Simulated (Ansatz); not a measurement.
Run report: Mo9S18F2, geometry relaxation (part 2 of 3)

Mo9S18F2 (slab, 29 atoms in the cell); DFT PBE-D3(BJ), scalar-relativistic, plane waves, PAW, PAW set soft_1, no spin polarisation (Ansatz 0.2.0); cutoff 420 eV, 2×1×1 k-mesh, Gaussian smearing of 0.05 eV. The structure derives from an entry of the Crystallography Open Database. The run did not end well. The input holds or restrains some coordinates. Forces given for the steps count only the free coordinates. It belongs to a series of runs on one base structure; here: end point A relaxed.

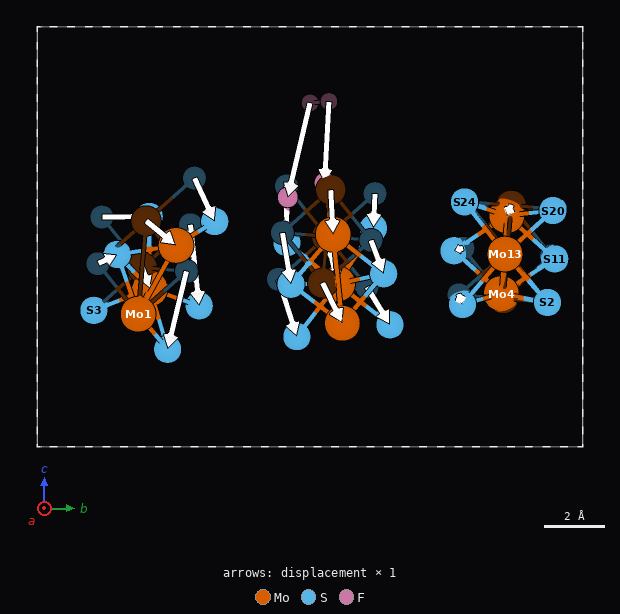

Figure 1. Start (faint) and end (solid) with the displacements as white arrows, at true length (ball-and-stick view of the cell of the calculation, with the vacuum cut short (origin shifted), along the a axis). The relaxation stopped without meeting its thresholds, so the last structure isn't shown to be converged. After 59 geometry steps the energy has fallen by 11.923 eV per cell of the calculation. Largest force component: 3.4 eV/Å at the start, 0.2 eV/Å at the end. The line search rejected the trial steps at points 19, 20, 30, 49, 52 (counted from 0) and went back. F28 moves most: 3.40 Å. By element the largest moves are F 3.40 Å, S 2.86 Å, Mo 1.68 Å. The lattice vectors keep their values. Among the contacts that change: S27–F28 3.437 → 1.670 Å, S8–Mo19 2.364 → 4.051 Å, Mo1–S17 3.949 → 2.333 Å, F28–F29 1.421 → 2.750 Å. New bonds form: Mo1–S17 (3.95 → 2.33 Å), Mo25–F29 (3.04 → 1.85 Å), S27–F28 (3.44 → 1.67 Å). Bonds break: S8–Mo19 (2.36 → 4.05 Å). Among the angles that change: S8–Mo1–Mo19 48.0° → 109.0°, S8–Mo1–Mo10 90.0° → 142.3°, Mo1–Mo19–S17 90.0° → 55.3°. (Atoms are counted from 1 in the order of the input.)

```
Step failed. What follows is not a result of the run: it is the report of the last solve that finished, which converged after 16 SCF iterations.
Free energy (F): -62470.178733 eV
Harris-Foulkes:  -62470.178733 eV  (|F-HF|=7.16e-9)
Internal energy: -62470.178718 eV  (E = F + TS)
E sigma→0 (E₀):  -62470.178725 eV
Entropy (-TS):   -0.000015 eV (-0.001 meV/atom)
Fermi energy:    -0.739974 eV
--- Per-component energies (eV) ---
  E_band       = -4202.669927
  E_kinetic    = 6075.445152
  E_local      = -102436.069094  (includes V_loc(G=0)·N_el)
  E_nonlocal   = 2136.651385
  E_hartree    = 47706.343053
  E_xc         = -3319.952687
  E_vxc        = -3635.349119  (∫ρ·V_xc dr)
  E_paw        = -40269.558514  (= ΣΔE_a)
  E_vpaw       = -1756.029682  (= ΣTr[D̂ρ^β])
  E_aug_tail   = 0.001821  (compensation charges beyond the density's cutoff)
  E_ewald      = 27643.624616
  E_disp       = -6.664449  (pairwise vdW)
  E_smearing   = -0.000015  (= −TS)
  E_closure    = -0.000000  (closes the sum)
  Σ components = -62470.178733   (vs F -62470.178733, Δ=0.00e0)
--- Forces (eV/Å), atoms counted from 1 ---
  atom   1  Mo     0.45846366     0.47812032     0.44818394
  atom   2  S      0.12227344     0.21090229    -0.07447198
  atom   3  S     -0.52525233    -0.62522179    -0.24154460
  atom   4  Mo     0.00991984     0.03771172     0.03652906
  atom   5  S     -0.00473487    -0.02552096     0.00407909
  atom   6  S      0.00306706     0.01345588     0.00749736
  atom   7  Mo    -0.04041377    -0.05182774     0.19588718
  atom   8  S     -0.03568965     0.03474648    -0.04121352
  atom   9  S     -0.01336573     0.04051880     0.02228804
  atom  10  Mo    -0.03230346    -0.00109076     0.01765893
  atom  11  S     -0.00682438    -0.03797603     0.01196598
  atom  12  S      0.01977259     0.03857487    -0.06987487
  atom  13  Mo    -0.04038915     0.01116443    -0.01186627
  atom  14  S     -0.00640793    -0.06335756    -0.00806805
  atom  15  S      0.02110450    -0.00514835    -0.01991514
  atom  16  Mo     0.01005557     0.03801197    -0.12902415
  atom  17  S     -0.05142298    -0.10572435     0.08397857
  atom  18  S      0.03328498    -0.00586946    -0.04146294
  atom  19  Mo    -0.04207805     0.09727240    -0.00298115
  atom  20  S      0.00867459    -0.01136075     0.01020181
  atom  21  S     -0.02210123     0.00578413    -0.03624726
  atom  22  Mo    -0.01873738    -0.02367242    -0.03391197
  atom  23  S      0.00580389     0.00906262    -0.00469509
  atom  24  S      0.01993770     0.00401136    -0.02301371
  atom  25  Mo     0.02901156     0.05381207    -0.08212887
  atom  26  S      0.12702390    -0.10134903    -0.04429205
  atom  27  S      0.00679095     0.05411940     0.08545900
  atom  28  F     -0.01087541    -0.04717558    -0.07702787
  atom  29  F     -0.02457015    -0.02198883     0.01797966
  max |Σ_I F_I| component: 3.09e-5 eV/Å
End of that report.
Error: geometry relaxation did not converge after 60 steps: max|allowed force component| = 1.96e-1 eV/Å (threshold 3.0e-2). Raise `relax.max_steps` over both its present limit and 60, loosen `relax.f_tol`, or start from a geometry closer to equilibrium. Where this run's directory can be resumed (`checkpoint.write`), a resume goes on for up to `relax.max_steps` more
```

### Trajectory as extended XYZ (Å, eV, eV/Å), 17 of the 60 frames kept, from step=1 to step=60
```
29
Lattice="5.4785 0.0000 0.0000 -2.7392 18.4380 0.0000 0.0000 0.0000 17.5982" Properties=species:S:1:pos:R:3:forces:R:3 step=1 energy=-62458.25528
Mo    0.0000    0.0000    1.0000    0.6048  -1.6787   3.2067
S     2.7392   13.8331    1.3964   -0.8840  -0.0575  -0.6606
S    -0.9131   16.9414    1.1288   -0.7954   1.1865  -1.2079
Mo    0.9131   12.3372    1.5252    1.6817   0.1371   1.9892
S     0.9131    7.7323    1.9217   -0.9622   0.0522  -0.7006
S     2.7392   10.8407    1.6541   -0.9101  -0.1119  -0.6779
Mo   -0.9131    6.2364    2.0504    1.6222   0.2356   1.8507
S     4.5654    1.6316    2.4469    0.3907   0.5625  -1.2114
S     0.9131    4.7399    2.1793   -0.9244  -0.2381  -0.5770
Mo    2.7392    0.1357    2.5757   -1.0171  -0.1879   0.2076
S     0.0000   13.9687    2.9721   -0.2064   0.7621  -0.0525
S     1.8262   17.0771    2.7045    0.1586  -0.5261  -1.0611
Mo   -1.8262   12.4728    3.1009    0.6461   0.0830  -0.0112
S     3.6523    7.8680    3.4973   -0.1367   0.7076  -0.0446
S     0.0000   10.9763    3.2297   -0.2254  -0.7764   0.0709
Mo    1.8262    6.3721    3.6261    0.4929   0.0552   0.1467
S     1.8262    1.7672    4.0226   -0.2254  -0.4661  -0.6441
S     3.6523    4.8756    3.7550   -0.1076  -0.7467   0.0393
Mo    0.0000    0.2713    4.1513    0.0779   3.3705   1.0912
S     2.7392   14.1044    4.5478   -0.8864   0.0331   0.6609
S    -0.9131   17.2127    4.2802    0.1329  -0.1482   0.3894
Mo    0.9131   12.6085    4.6766    1.6989  -0.1862  -1.9669
S     0.9131    8.0036    5.0730   -0.8736   0.0077   0.5241
S     2.7392   11.1120    4.8054   -0.9093   0.0338   0.6791
Mo   -0.9131    6.5077    5.2018    1.6193  -0.1853  -1.2149
S     4.5654    1.9029    5.5982    0.7185  -2.0198  -0.8077
S     0.9131    5.0112    5.3306   -0.8490   0.0895   0.5100
F     2.7289    5.8076    8.1382   -3.2426  -1.6300  -0.1272
F     3.9965    6.4475    8.1882    3.3137   1.6441  -0.4011
29
Lattice="5.4785 0.0000 0.0000 -2.7392 18.4380 0.0000 0.0000 0.0000 17.5982" Properties=species:S:1:pos:R:3:forces:R:3 step=5 energy=-62462.56481
Mo    0.0000    0.0000    1.0000    0.7611  -1.2901   1.4010
S     2.7392   13.8331    1.3964    0.0767   0.0939  -0.1085
S    -0.9131   16.9414    1.1288   -0.6910   0.7923  -1.1619
Mo    1.0444   12.3582    1.8254   -0.3903  -0.0762  -0.3240
S     0.8508    7.7689    1.8337   -0.0447   0.0781   0.2800
S     2.7169   10.8189    1.6177    0.1884   0.0499   0.0704
Mo   -0.7693    6.2513    2.2386    0.1228   0.0930   1.0471
S     4.5630    1.7881    2.1306   -0.0645   0.1234  -0.3102
S     0.8492    4.6562    2.1298   -0.0476  -0.0448   0.3081
Mo    2.6921    0.1665    2.5008    0.1285  -0.1679   0.0180
S    -0.0436   14.1533    2.9865    0.0656  -0.0109   0.0026
S     1.8453   17.1160    2.6042   -0.1004   0.1460   0.3403
Mo   -1.7344   12.4628    3.1462   -0.1180  -0.0536  -0.0362
S     3.5960    7.9472    3.5920    0.0781  -0.5442   0.1965
S    -0.0439   10.7841    3.2685    0.1110   0.0183  -0.0240
Mo    1.8127    6.3684    3.6669   -0.3858  -0.0230   0.1154
S     1.8376    1.9154    3.7413    0.0193   0.5503  -0.3283
S     3.5938    4.7877    3.8460    0.0500   0.5736   0.0595
Mo    0.0455    0.5556    4.0075    0.2842  -0.5721  -0.6139
S     2.7098   14.1167    4.6472    0.1724   0.0126  -0.0410
S    -0.9328   17.3448    4.2827   -0.1088   0.3430  -0.0758
Mo    1.0426   12.5759    4.4336   -0.3026  -0.0284   0.4850
S     0.8618    8.0228    5.2325    0.2114  -0.1075  -0.4382
S     2.7146   11.0947    4.9134    0.1645   0.0291  -0.0326
Mo   -0.7986    6.4870    5.2823   -0.6129  -0.1642   1.5836
S     4.6646    1.5643    5.6326   -0.2027   0.0246   0.7581
S     0.8701    4.9944    5.4891    0.1635   0.0974  -0.4384
F     2.6601    5.8048    8.1426   -1.8565  -0.8446   0.6726
F     4.1089    6.4651    7.5214    2.3287   0.9019  -3.4054
29
Lattice="5.4785 0.0000 0.0000 -2.7392 18.4380 0.0000 0.0000 0.0000 17.5982" Properties=species:S:1:pos:R:3:forces:R:3 step=8 energy=-62464.81017
Mo    0.0000    0.0000    1.0000    0.6604  -1.3649   1.2608
S     2.7392   13.8331    1.3964   -0.0140   0.0205  -0.0247
S    -0.9131   16.9414    1.1288   -0.6133   0.9012  -1.1267
Mo    1.0256   12.3553    1.8164   -0.1501  -0.0428  -0.0463
S     0.8481    7.8080    1.8860   -0.0598   0.0880   0.1999
S     2.7274   10.8361    1.6198    0.0627   0.0523   0.0332
Mo   -0.7297    6.2545    2.3017    0.2249  -0.0255   0.2519
S     4.5607    1.8170    2.0651   -0.0272   0.0176  -0.1482
S     0.8402    4.6145    2.1904   -0.0872  -0.0379   0.1786
Mo    2.6882    0.1869    2.4857   -0.0518  -0.0464   0.0312
S    -0.0355   14.1479    2.9956    0.1009  -0.1025   0.0346
S     1.8395   17.1465    2.6318   -0.0127   0.1309   0.1958
Mo   -1.7333   12.4623    3.1481   -0.1380   0.0162  -0.0140
S     3.6208    7.9050    3.6631    0.1580  -0.1322   0.2244
S    -0.0345   10.7852    3.2713    0.1083   0.0835  -0.0066
Mo    1.8073    6.3655    3.6717   -0.1165  -0.0020   0.0586
S     1.8195    2.0040    3.6418   -0.0413   0.2963  -0.2766
S     3.6126    4.8301    3.8980    0.1562   0.1709   0.1672
Mo    0.0600    0.5854    3.9709    0.0711  -0.0658  -0.1144
S     2.7187   14.1076    4.6523    0.0788  -0.0084  -0.0587
S    -0.9371   17.4110    4.2772   -0.0331   0.2220   0.0264
Mo    1.0286   12.5722    4.4636   -0.1528  -0.0363   0.1201
S     0.9031    8.0090    5.1939    0.1335  -0.0731  -0.2245
S     2.7268   11.1081    4.9231    0.0634   0.0415  -0.0317
Mo   -0.7775    6.4791    5.3927   -0.1513  -0.0107  -0.4901
S     4.6912    1.4943    5.6844    0.0478  -0.1604   0.1921
S     0.9238    5.0015    5.4650    0.2199   0.0675  -0.0003
F     2.3920    5.7066    8.1616   -0.5725  -0.2661  -0.1818
F     4.2082    6.5811    7.1383    0.1354   0.2674  -0.2318
29
Lattice="5.4785 0.0000 0.0000 -2.7392 18.4380 0.0000 0.0000 0.0000 17.5982" Properties=species:S:1:pos:R:3:forces:R:3 step=12 energy=-62466.02119
Mo    0.0000    0.0000    1.0000    0.6751  -1.4688   1.1401
S     2.7392   13.8331    1.3964   -0.0685   0.0098  -0.0075
S    -0.9131   16.9414    1.1288   -0.5116   1.0866  -1.0108
Mo    1.0132   12.3500    1.8179   -0.0134  -0.0119   0.0344
S     0.8705    7.8532    1.9841    0.0495  -0.0074   0.0062
S     2.7383   10.8517    1.6231    0.0156  -0.0214  -0.0288
Mo   -0.6496    6.2525    2.3688   -0.1708   0.0724  -0.0005
S     4.5335    1.8334    1.9982   -0.0656   0.0169  -0.0965
S     0.8773    4.5926    2.2749    0.2303   0.0280   0.1044
Mo    2.6483    0.2186    2.4836   -0.0958  -0.0131   0.0528
S    -0.0157   14.1365    3.0099   -0.0097   0.0537   0.0029
S     1.8269   17.2149    2.6867   -0.0518   0.0404   0.0629
Mo   -1.7312   12.4681    3.1455    0.0722  -0.0048  -0.0004
S     3.6778    7.9137    3.7173    0.0629   0.0093  -0.0096
S    -0.0203   10.7945    3.2809   -0.0170  -0.0288   0.0542
Mo    1.8628    6.3576    3.7225    0.1743  -0.1235  -0.1007
S     1.7800    2.1359    3.4964   -0.0809   0.0772  -0.1257
S     3.6853    4.8333    3.9708    0.1725  -0.0693   0.0751
Mo    0.0792    0.6505    3.9482    0.1019   0.0514  -0.0183
S     2.7252   14.1023    4.6373    0.0097   0.0193   0.0106
S    -0.9429   17.5106    4.3148   -0.0241   0.0496   0.0340
Mo    1.0121   12.5694    4.4854   -0.0485   0.0143  -0.0456
S     0.9723    8.0242    5.1582    0.0845   0.1512   0.1195
S     2.7394   11.1275    4.9226    0.0129  -0.0003   0.0270
Mo   -0.7356    6.5104    5.3623   -0.3159   0.3184  -0.0202
S     4.7530    1.4056    5.7544    0.0415  -0.0331   0.0908
S     1.0478    5.1019    5.6131    0.5128   0.0019   1.1200
F     1.9186    5.4874    7.5993   -0.6901  -0.2637  -1.5506
F     4.1637    6.7325    7.0858   -0.0499   0.0446   0.0806
29
Lattice="5.4785 0.0000 0.0000 -2.7392 18.4380 0.0000 0.0000 0.0000 17.5982" Properties=species:S:1:pos:R:3:forces:R:3 step=16 energy=-62467.11264
Mo    0.0000    0.0000    1.0000    0.6827  -1.4327   1.1482
S     2.7392   13.8331    1.3964   -0.0217  -0.0281   0.0196
S    -0.9131   16.9414    1.1288   -0.6090   1.1528  -0.9029
Mo    1.0094   12.3535    1.8478   -0.0118  -0.0299   0.0427
S     0.9935    7.8491    1.9806   -0.0308  -0.0057   0.0496
S     2.7562   10.8641    1.6259   -0.0018   0.0107  -0.0027
Mo   -0.6019    6.2968    2.3128   -0.2475   0.0748   1.0922
S     4.4618    1.8529    1.9218   -0.0088   0.0903  -0.1218
S     1.0761    4.7373    2.2334   -0.0453   0.1352  -0.0652
Mo    2.6012    0.2712    2.4578   -0.1463  -0.0878  -0.0404
S    -0.0073   14.1697    3.0030    0.0056   0.0265  -0.0199
S     1.7833   17.2747    2.7174    0.0118   0.0542   0.0506
Mo   -1.7064   12.4775    3.1516   -0.0438  -0.0174   0.0021
S     3.7196    8.0471    3.6154    0.2861  -0.0499  -0.2463
S    -0.0077   10.7855    3.3193    0.0330  -0.0068  -0.0111
Mo    1.9815    6.4240    3.7449   -0.0868   0.0454  -0.6955
S     1.7193    2.2325    3.4024    0.0071   0.0210  -0.0087
S     3.8013    4.9350    4.0563   -0.0822   0.2376  -0.0057
Mo    0.0666    0.7330    3.9321    0.1051  -0.0211   0.0487
S     2.7401   14.1096    4.6405    0.0158   0.0301  -0.0117
S    -0.9892   17.5969    4.3229   -0.0204   0.0656   0.0284
Mo    1.0020   12.5952    4.4790    0.0044  -0.0065  -0.0071
S     1.0007    8.1063    5.2249   -0.0040  -0.0538  -0.0931
S     2.7478   11.1615    4.9412   -0.0063   0.0100   0.0120
Mo   -0.8426    6.7709    5.3402    0.0919  -0.6883   0.2768
S     4.7892    1.4200    5.7971    0.0161  -0.0025  -0.0432
S     0.9294    5.0496    5.5017   -0.0390   0.6880   0.0720
F     1.6545    5.5446    6.9176   -0.0500  -0.2746  -0.0177
F     4.0668    6.7775    7.1323    0.1977   0.0660  -0.5451
29
Lattice="5.4785 0.0000 0.0000 -2.7392 18.4380 0.0000 0.0000 0.0000 17.5982" Properties=species:S:1:pos:R:3:forces:R:3 step=19 energy=-62467.28226
Mo    0.0000    0.0000    1.0000    0.6155  -1.2699   1.0820
S     2.7392   13.8331    1.3964   -0.0172   0.0557   0.0113
S    -0.9131   16.9414    1.1288   -0.6245   1.1521  -0.8699
Mo    1.0062   12.3642    1.8586   -0.0255  -0.0248   0.0308
S     0.9775    7.9923    1.7164   -0.0494   0.0487  -0.0860
S     2.7597   10.8809    1.6334    0.0230   0.0089  -0.0108
Mo   -0.5980    6.4140    2.0783   -0.1179   0.0377   0.7987
S     4.4459    1.8870    1.8500    0.0367   0.0030  -0.1342
S     1.0936    4.8713    1.9532   -0.1217   0.0663  -0.0521
Mo    2.5737    0.3151    2.4214   -0.0740  -0.0879  -0.0034
S    -0.0065   14.1916    3.0003   -0.0123   0.0111  -0.0318
S     1.7659   17.3305    2.7376   -0.0023   0.0780   0.0839
Mo   -1.7045   12.4942    3.1596    0.0168   0.0055  -0.0038
S     3.7681    8.1770    3.3432   -0.0179  -0.0168  -0.0401
S    -0.0010   10.8036    3.3344    0.0056   0.0100   0.0180
Mo    1.9781    6.5880    3.4404    0.2645   0.0427  -0.1819
S     1.7074    2.3191    3.3203   -0.0394  -0.0295  -0.1175
S     3.7695    5.0911    3.8292    0.0604  -0.1156  -0.0813
Mo    0.0771    0.8112    3.8971    0.1170  -0.0291   0.0408
S     2.7446   14.1400    4.6357   -0.0070   0.0186  -0.0169
S    -0.9984   17.6777    4.3157   -0.0069   0.0405   0.0482
Mo    1.0038   12.6231    4.4832    0.0153   0.0010  -0.0275
S     1.0096    8.2219    4.9815    0.0922   0.0052  -0.0997
S     2.7483   11.1907    4.9565   -0.0175  -0.0033   0.0138
Mo   -0.8438    6.8910    5.1080   -0.0115  -0.0160  -0.2609
S     4.8085    1.5003    5.7624    0.0050   0.0346  -0.0099
S     0.9333    5.2508    5.1994   -0.1834  -0.0675  -0.2362
F     1.6940    5.5781    6.6289    0.0921   0.0422   0.1483
F     4.0876    6.9671    6.8818   -0.0162  -0.0013  -0.0162
29
Lattice="5.4785 0.0000 0.0000 -2.7392 18.4380 0.0000 0.0000 0.0000 17.5982" Properties=species:S:1:pos:R:3:forces:R:3 step=23 energy=-62467.31876
Mo    0.0000    0.0000    1.0000    0.5866  -1.2608   1.0848
S     2.7392   13.8331    1.3964   -0.0185   0.0840  -0.0069
S    -0.9131   16.9414    1.1288   -0.5921   1.1346  -0.8742
Mo    1.0052   12.3660    1.8589   -0.0272  -0.0186   0.0128
S     0.9679    8.0134    1.6336   -0.0457   0.0283  -0.0559
S     2.7638   10.8876    1.6315    0.0249   0.0098  -0.0041
Mo   -0.6033    6.4308    2.0123   -0.0755   0.0377   0.6946
S     4.4458    1.8955    1.8224    0.0299  -0.0071  -0.1100
S     1.0870    4.8931    1.8650   -0.0820   0.0401  -0.0375
Mo    2.5698    0.3226    2.4100   -0.0540  -0.0896   0.0115
S    -0.0065   14.1987    2.9931   -0.0095   0.0043  -0.0318
S     1.7662   17.3504    2.7496   -0.0066   0.0671   0.0718
Mo   -1.7029   12.5001    3.1596    0.0076   0.0093  -0.0070
S     3.7687    8.1991    3.2657   -0.0343  -0.0256   0.0073
S     0.0006   10.8095    3.3380    0.0094  -0.0012   0.0163
Mo    1.9808    6.6079    3.3551    0.2355   0.0135  -0.1469
S     1.7060    2.3421    3.2778   -0.0479   0.0045  -0.1292
S     3.7649    5.1010    3.7579    0.0391  -0.0533  -0.0687
Mo    0.0900    0.8346    3.8863    0.1145  -0.0450   0.0232
S     2.7447   14.1524    4.6286   -0.0098   0.0129  -0.0123
S    -0.9932   17.7015    4.3183   -0.0107   0.0374   0.0393
Mo    1.0050   12.6332    4.4796    0.0170  -0.0016  -0.0154
S     1.0151    8.2345    4.9015    0.0451  -0.0126  -0.0749
S     2.7478   11.2005    4.9590   -0.0095  -0.0006   0.0126
Mo   -0.8479    6.9078    5.0316   -0.0029   0.0185  -0.3052
S     4.8235    1.5346    5.7484    0.0034   0.0494  -0.0018
S     0.9271    5.2709    5.1117   -0.1606  -0.0895  -0.2609
F     1.6972    5.5771    6.5406    0.0845   0.0554   0.1507
F     4.0700    6.9924    6.7996   -0.0112   0.0000   0.0130
```
